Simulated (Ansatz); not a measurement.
AlH₃···SiH₄

The calculation's input:

```
crystal:
  periodic: [false, false, false]
  atoms:
    - {symbol: Al, position_ang: [-0.694133, -0.949977, -1.174391]}
    - {symbol: H, position_ang: [0.239621, -1.113103, -2.450030]}
    - {symbol: H, position_ang: [-0.692424, -2.067027, -0.040506]}
    - {symbol: H, position_ang: [-1.836139, 0.158750, -1.162469]}
    - {symbol: H, position_ang: [0.717083, 0.182877, -0.365323]}
    - {symbol: Si, position_ang: [0.578736, 0.806383, 1.007586]}
    - {symbol: H, position_ang: [0.693284, 2.265733, 0.789495]}
    - {symbol: H, position_ang: [-0.721954, 0.436841, 1.601166]}
    - {symbol: H, position_ang: [1.716127, 0.279525, 1.794475]}
basis:
  gaussian: {orbitals: def2-TZVPP}
hamiltonian: {xc: pbe0, dispersion: d4}
output: {orbitals: {seedname: orbitals}}
```

Command:

```sh
ansatz run in.yaml --threads 2 --pin off --events-out ev --progress --plain --max-ram 4352MiB
```

The reactant side of a reaction path; geometry: PBE0-D4/def2-TZVP.

These are results of RKS PBE0-D4/def2-TZVPP in Ansatz, not measurements.

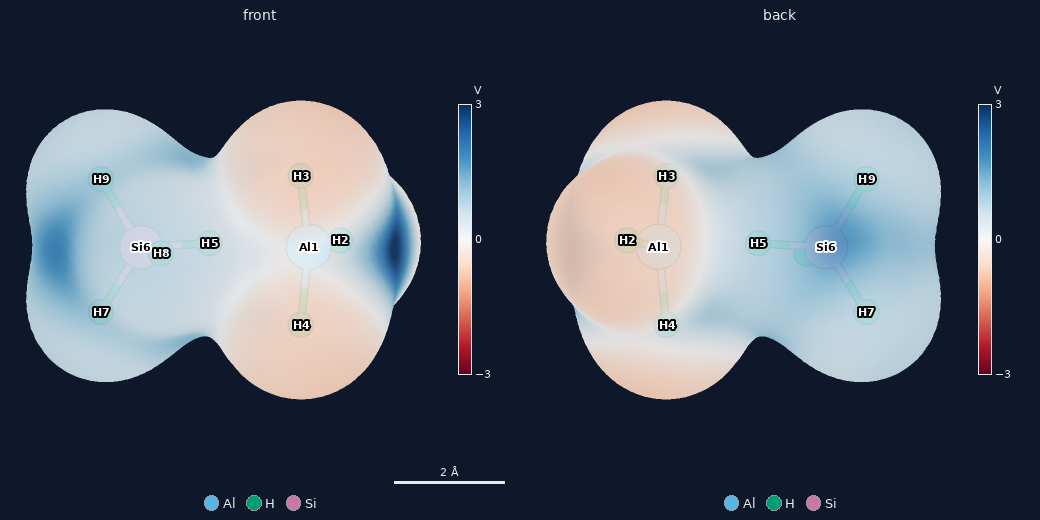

Figure 1. The electrostatic potential painted on the density surface at 0.002 e/bohr³, seen from the front and from behind; red is negative and blue positive.

Question: Describe the electrostatic potential map.

Answer: The most negative region (about −0.7 V) lies over H2, H3 and H4, the most positive (about +2.9 V) over Al1.

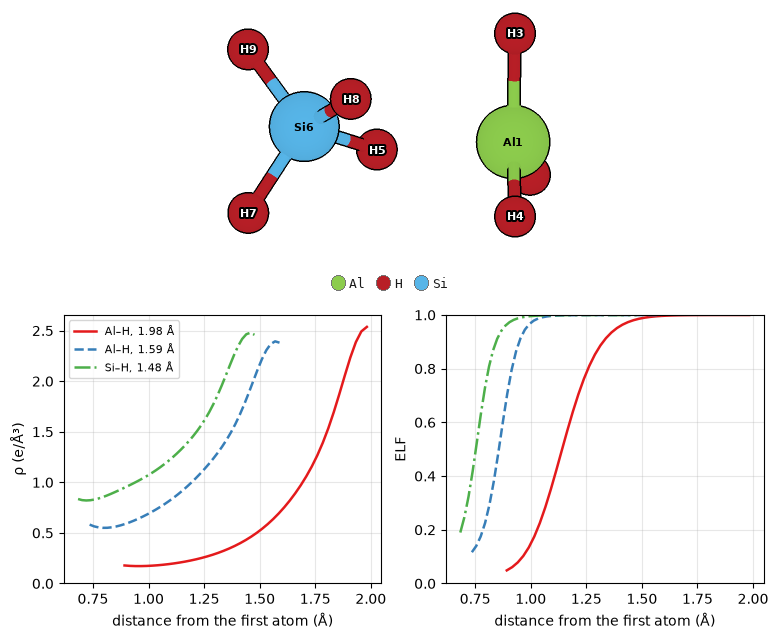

Figure 2. Total electron density and electron localisation function along straight lines between neighbouring atoms. The curves leave out the atomic cores. The structure is drawn too.

Question: Compare the contacts.

Answer: Al1···H5 (1.98 Å): the density falls to about 0.17 e/Å³ on the way; the ELF climbs to about 1 towards the hydrogen.
Al–H (1.59 Å): ρ at the midpoint is about 0.55 e/Å³; the ELF climbs to about 1 towards the hydrogen.
Si–H (1.48 Å): ρ is about 0.82 e/Å³ halfway; the ELF climbs to about 1 towards the hydrogen.

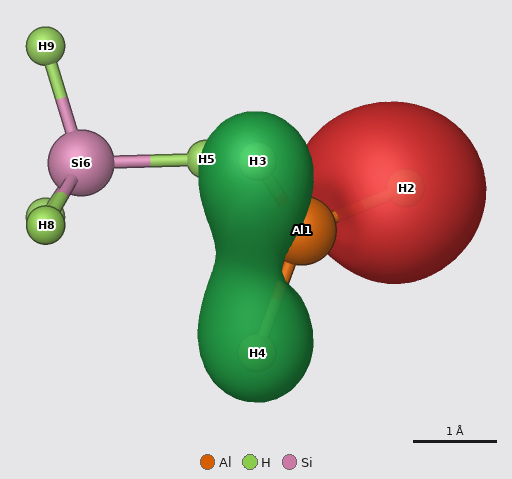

Figure 3. One frontier orbital at ±0.15 Å⁻³ᐟ² (green and red are the two phases), seen at a tilt.

Question: Which orbital is it: HOMO or LUMO?

Answer: The HOMO, at −8.19 eV. By Hirshfeld shares it lies mainly on H2 (about 40 %), Al1 (about 35 %), H3 (about 10 %) and H4 (about 10 %).
